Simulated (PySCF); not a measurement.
Geometry relaxation of C$_{4}$H$_{9}$OPS (part 2 of 2)

Continued. System: C$_{4}$H$_{9}$OPS. Method: PBE0-D3(BJ)/def2-SVP geometry optimisation, gas phase (PySCF 2.14.0). 

Geometry of the input (Å):
```
C  2.3022  -0.0467  -0.2121
C  1.0005  -0.7524  -0.4851
O  0.8422  -1.6986  -1.2117
P  -0.4108  -0.1694  0.5678
C  -1.8645  -1.0684  -0.1792
C  -0.7256  1.6028  0.1411
S  -0.1157  -0.5147  2.4581
H  2.2791  0.9313  -0.7619
H  2.3500  0.2007  0.8691
H  3.1368  -0.6052  -0.5364
H  -2.7675  -0.8116  0.4056
H  -1.9771  -0.7955  -1.2100
H  -1.6991  -2.1209  -0.0900
H  -0.8205  1.7403  -0.9253
H  0.0957  2.1805  0.5418
H  -1.6448  1.9255  0.6391
```

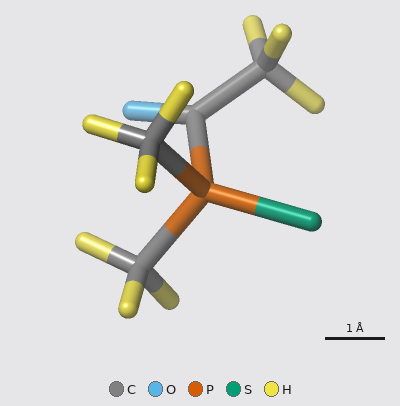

Fig. 1: The geometry at step 15 of the log (stick view, seen at a tilt).

## Trajectory as extended XYZ, continued
```
16
Properties=species:S:1:pos:R:3:forces:R:3 step=11 energy=-26441.70390
C     2.3630   -0.2777    0.0104   -0.0078  -0.0086   0.0126
C     1.0036   -0.4802   -0.5755    0.0039   0.0098  -0.0008
O     0.7787   -0.8858   -1.6864   -0.0058   0.0097  -0.0136
P    -0.4732   -0.0582    0.5464    0.0001  -0.0043   0.0191
C    -1.7838   -1.0877   -0.1728   -0.0037  -0.0002   0.0064
C    -0.8659    1.6431    0.0166   -0.0068  -0.0007   0.0047
S    -0.1391   -0.2741    2.4549    0.0058   0.0007  -0.0044
H     2.5018    0.7853    0.2671   -0.0023  -0.0001   0.0064
H     2.4332   -0.8286    0.9610   -0.0004   0.0025  -0.0064
H     3.1326   -0.6001   -0.7019    0.0112  -0.0019  -0.0085
H    -2.7427   -0.8082    0.2856   -0.0009   0.0050  -0.0084
H    -1.8143   -0.9570   -1.2631    0.0064  -0.0034  -0.0090
H    -1.5671   -2.1368    0.0693   -0.0029  -0.0073   0.0096
H    -1.0148    1.6958   -1.0720    0.0049  -0.0021  -0.0045
H    -0.0449    2.3066    0.3219    0.0018   0.0014   0.0012
H    -1.7789    1.9612    0.5409   -0.0034  -0.0004  -0.0044
16
Properties=species:S:1:pos:R:3:forces:R:3 step=12 energy=-26441.70480
C     2.3635   -0.2792    0.0110   -0.0090  -0.0199   0.0234
C     1.0031   -0.4680   -0.5771    0.0340   0.0011  -0.0072
O     0.7791   -0.8522   -1.6958   -0.0320   0.0098  -0.0124
P    -0.4739   -0.0584    0.5505   -0.0006   0.0028  -0.0126
C    -1.7810   -1.0911   -0.1713    0.0007  -0.0039   0.0051
C    -0.8696    1.6413    0.0166   -0.0081  -0.0029  -0.0024
S    -0.1397   -0.2755    2.4582    0.0107   0.0020   0.0029
H     2.5027    0.7773    0.2920    0.0038   0.0027   0.0052
H     2.4339   -0.8510    0.9492    0.0003   0.0028   0.0017
H     3.1331   -0.5884   -0.7078   -0.0039   0.0091  -0.0045
H    -2.7431   -0.8082    0.2780   -0.0007   0.0055  -0.0064
H    -1.8030   -0.9656   -1.2626    0.0070  -0.0067  -0.0029
H    -1.5671   -2.1392    0.0790   -0.0037  -0.0009   0.0050
H    -1.0118    1.6880   -1.0733    0.0043   0.0013   0.0005
H    -0.0513    2.3076    0.3228   -0.0015   0.0003   0.0037
H    -1.7868    1.9602    0.5330   -0.0013  -0.0032   0.0010
16
Properties=species:S:1:pos:R:3:forces:R:3 step=13 energy=-26441.70596
C     2.3640   -0.2838    0.0123   -0.0078  -0.0281   0.0233
C     1.0031   -0.4509   -0.5806    0.0440  -0.0040  -0.0033
O     0.7776   -0.8048   -1.7089   -0.0380   0.0099  -0.0107
P    -0.4736   -0.0572    0.5543   -0.0021   0.0120  -0.0383
C    -1.7754   -1.0957   -0.1696    0.0038  -0.0074   0.0058
C    -0.8765    1.6399    0.0167   -0.0090  -0.0056  -0.0077
S    -0.1371   -0.2751    2.4609    0.0136   0.0036   0.0096
H     2.5055    0.7629    0.3270    0.0059   0.0033   0.0038
H     2.4324   -0.8840    0.9327    0.0007   0.0021   0.0058
H     3.1336   -0.5740   -0.7147   -0.0117   0.0145  -0.0016
H    -2.7417   -0.8090    0.2682   -0.0009   0.0056  -0.0050
H    -1.7869   -0.9778   -1.2621    0.0062  -0.0077   0.0006
H    -1.5643   -2.1418    0.0915   -0.0039   0.0031   0.0017
H    -1.0112    1.6806   -1.0745    0.0026   0.0045   0.0036
H    -0.0625    2.3111    0.3243   -0.0037  -0.0003   0.0064
H    -1.7987    1.9571    0.5249    0.0003  -0.0056   0.0060
16
Properties=species:S:1:pos:R:3:forces:R:3 step=14 energy=-26441.70757
C     2.3650   -0.2935    0.0141   -0.0013  -0.0281   0.0109
C     1.0041   -0.4270   -0.5864    0.0338  -0.0078   0.0006
O     0.7752   -0.7389   -1.7264   -0.0252   0.0099  -0.0041
P    -0.4720   -0.0533    0.5571   -0.0034   0.0207  -0.0526
C    -1.7660   -1.1015   -0.1677    0.0070  -0.0123   0.0057
C    -0.8885    1.6399    0.0171   -0.0082  -0.0077  -0.0114
S    -0.1302   -0.2710    2.4624    0.0134   0.0052   0.0139
H     2.5120    0.7375    0.3746    0.0042   0.0025   0.0027
H     2.4278   -0.9317    0.9089    0.0015  -0.0016   0.0077
H     3.1346   -0.5579   -0.7229   -0.0160   0.0140   0.0030
H    -2.7376   -0.8109    0.2556   -0.0015   0.0052  -0.0038
H    -1.7646   -0.9946   -1.2616    0.0036  -0.0063   0.0045
H    -1.5571   -2.1445    0.1078   -0.0039   0.0071  -0.0008
H    -1.0156    1.6755   -1.0753    0.0001   0.0068   0.0060
H    -0.0818    2.3187    0.3273   -0.0053  -0.0008   0.0083
H    -1.8170    1.9506    0.5177    0.0012  -0.0068   0.0093
16
Properties=species:S:1:pos:R:3:forces:R:3 step=15 energy=-26441.70955
C     2.3668   -0.3117    0.0163    0.0074  -0.0157  -0.0052
C     1.0074   -0.3943   -0.5946    0.0064  -0.0062   0.0065
O     0.7743   -0.6487   -1.7481    0.0016   0.0071   0.0028
P    -0.4685   -0.0445    0.5578   -0.0031   0.0258  -0.0471
C    -1.7510   -1.1084   -0.1658    0.0095  -0.0161   0.0055
C    -0.9085    1.6426    0.0180   -0.0049  -0.0086  -0.0113
S    -0.1175   -0.2597    2.4617    0.0085   0.0057   0.0127
H     2.5237    0.6944    0.4380   -0.0012  -0.0010   0.0013
H     2.4184   -1.0002    0.8739    0.0021  -0.0057   0.0047
H     3.1364   -0.5421   -0.7320   -0.0129   0.0059   0.0062
H    -2.7293   -0.8142    0.2390   -0.0020   0.0036  -0.0028
H    -1.7341   -1.0167   -1.2611   -0.0015  -0.0021   0.0056
H    -1.5428   -2.1464    0.1288   -0.0032   0.0082  -0.0020
H    -1.0287    1.6755   -1.0752   -0.0027   0.0067   0.0060
H    -0.1138    2.3331    0.3329   -0.0059  -0.0014   0.0080
H    -1.8447    1.9388    0.5129    0.0018  -0.0063   0.0091
16
Properties=species:S:1:pos:R:3:forces:R:3 step=16 energy=-26441.71139
C     2.3696   -0.3414    0.0187    0.0133   0.0038  -0.0088
C     1.0142   -0.3491   -0.6044   -0.0190  -0.0016   0.0052
O     0.7804   -0.5257   -1.7724    0.0192   0.0032   0.0105
P    -0.4629   -0.0286    0.5561    0.0005   0.0238  -0.0240
C    -1.7279   -1.1164   -0.1644    0.0113  -0.0152   0.0030
C    -0.9396    1.6486    0.0192   -0.0003  -0.0073  -0.0078
S    -0.0996   -0.2380    2.4587    0.0002   0.0035   0.0066
H     2.5414    0.6241    0.5215   -0.0059  -0.0033  -0.0007
H     2.4012   -1.0950    0.8210    0.0028  -0.0078  -0.0006
H     3.1401   -0.5277   -0.7405   -0.0045  -0.0060   0.0055
H    -2.7151   -0.8200    0.2165   -0.0018   0.0005  -0.0009
H    -1.6925   -1.0447   -1.2609   -0.0088   0.0029   0.0030
H    -1.5189   -2.1467    0.1552   -0.0005   0.0048  -0.0035
H    -1.0534    1.6822   -1.0745   -0.0039   0.0036   0.0031
H    -0.1635    2.3564    0.3422   -0.0039  -0.0014   0.0046
H    -1.8854    1.9195    0.5104    0.0011  -0.0037   0.0050
16
Properties=species:S:1:pos:R:3:forces:R:3 step=17 energy=-26441.71245
C     2.3717   -0.3667    0.0214    0.0085   0.0089  -0.0006
C     1.0215   -0.3127   -0.6095   -0.0163  -0.0001   0.0034
O     0.7916   -0.4293   -1.7857    0.0108   0.0006   0.0069
P    -0.4586   -0.0135    0.5536    0.0039   0.0144  -0.0038
C    -1.7077   -1.1220   -0.1648    0.0095  -0.0086  -0.0011
C    -0.9661    1.6545    0.0194    0.0014  -0.0036  -0.0044
S    -0.0885   -0.2177    2.4558   -0.0054   0.0014   0.0009
H     2.5553    0.5624    0.5846   -0.0041  -0.0017  -0.0012
H     2.3842   -1.1679    0.7772    0.0026  -0.0056  -0.0030
H     3.1441   -0.5220   -0.7425    0.0002  -0.0084   0.0032
H    -2.7018   -0.8273    0.1994   -0.0005  -0.0025   0.0031
H    -1.6611   -1.0635   -1.2618   -0.0110   0.0049   0.0008
H    -1.4956   -2.1460    0.1717    0.0031   0.0009  -0.0056
H    -1.0756    1.6899   -1.0745   -0.0020   0.0003   0.0007
H    -0.2063    2.3764    0.3497   -0.0010  -0.0005   0.0004
H    -1.9191    1.9027    0.5085    0.0003  -0.0005   0.0005
16
Properties=species:S:1:pos:R:3:forces:R:3 step=18 energy=-26441.71275
C     2.3724   -0.3723    0.0241    0.0029   0.0052  -0.0015
C     1.0236   -0.3071   -0.6093   -0.0065  -0.0030   0.0030
O     0.7960   -0.4166   -1.7866    0.0056   0.0028   0.0021
P    -0.4578   -0.0089    0.5518    0.0026   0.0047   0.0039
C    -1.7033   -1.1223   -0.1660    0.0039  -0.0027  -0.0022
C    -0.9716    1.6568    0.0179    0.0016  -0.0018  -0.0034
S    -0.0882   -0.2118    2.4544   -0.0067   0.0023  -0.0011
H     2.5590    0.5516    0.5947   -0.0013  -0.0014   0.0002
H     2.3796   -1.1796    0.7735    0.0005  -0.0022  -0.0012
H     3.1455   -0.5266   -0.7393    0.0003  -0.0042   0.0017
H    -2.6980   -0.8316    0.1998    0.0002  -0.0040   0.0055
H    -1.6597   -1.0631   -1.2631   -0.0063   0.0049   0.0005
H    -1.4869   -2.1457    0.1697    0.0037  -0.0003  -0.0051
H    -1.0816    1.6929   -1.0759   -0.0004  -0.0008  -0.0002
H    -0.2152    2.3817    0.3493    0.0000   0.0000  -0.0011
H    -1.9256    1.9001    0.5076   -0.0002   0.0006  -0.0013
```

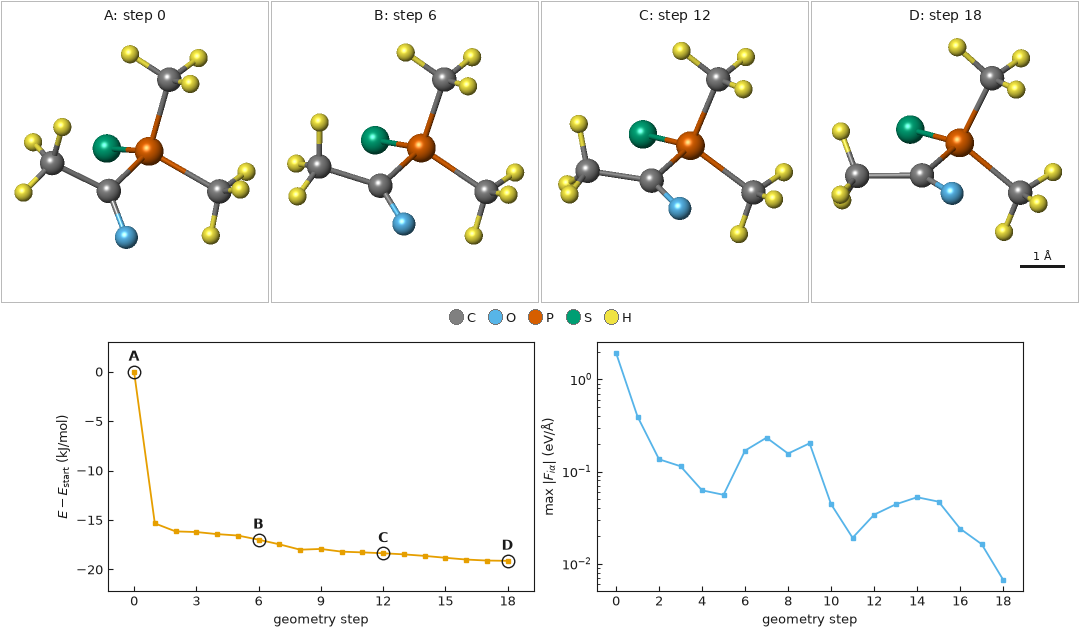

Fig. 2: Frames of the relaxation (ball-and-stick view, seen at a tilt) above the curves, on which the letters mark them (steps are counted from 0).

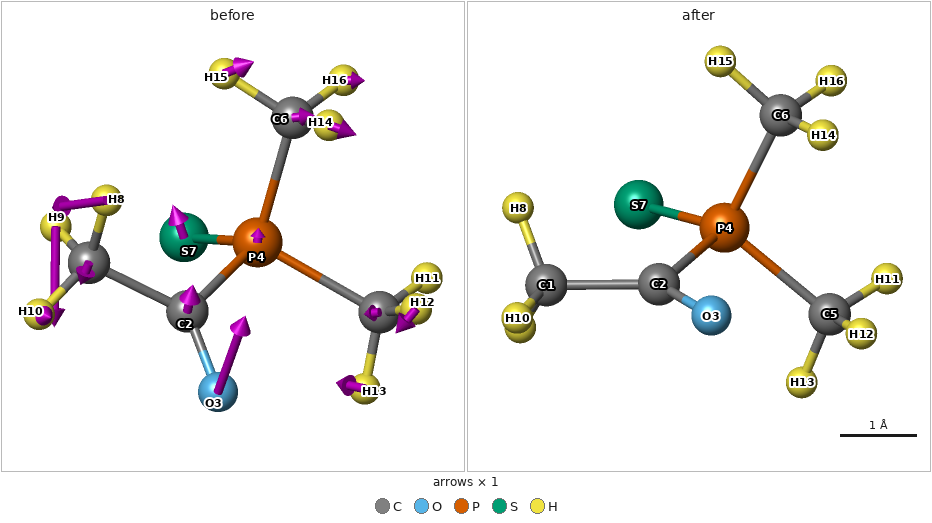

Fig. 3: Before (left) and after (right) the relaxation, at one scale (ball-and-stick view, seen at a tilt). The pink arrows give the displacements, at true length. The energy falls by 19.1 kJ/mol in 18 geometry steps. The largest force component goes from 1.9 to 0.0067 eV/Å. The atom that moves furthest after the best rigid fit is H9 (1.35 Å). Largest moves by element: H 1.35 Å, O 1.31 Å, S 0.49 Å, C 0.43 Å, P 0.20 Å. Among the contacts that change: C2–P4 1.855 → 1.906 Å, P4–C5 1.865 → 1.818 Å, C1–H10 1.055 → 1.097 Å, C5–H12 1.072 → 1.100 Å. Among the angles that change: C2–P4–C6 107.4° → 100.6°, C2–P4–S7 112.4° → 115.5°, C1–C2–P4 114.1° → 116.8°. (Atoms are counted from 1 in the order of the input.)
